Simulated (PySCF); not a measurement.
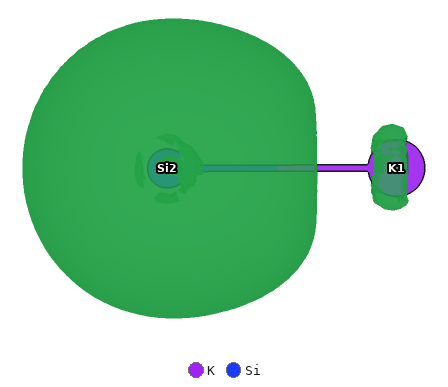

The picture shows: KSi (quartet). Isosurfaces of the spin density (α minus β) at +0.02 (green) and −0.02 e/Å³ (red), seen from one side.

All numbers below come from PBE0/pcseg-1, non-relativistic, at a bond length of 3.054 Å in PySCF 2.14.0.

> Where is the unpaired spin?

The unpaired spin (3 electrons) lies mostly on Si2 (about 2.6) and K1 (about 0.4), in electrons by Hirshfeld's partition. Only one sign reaches the isovalue.
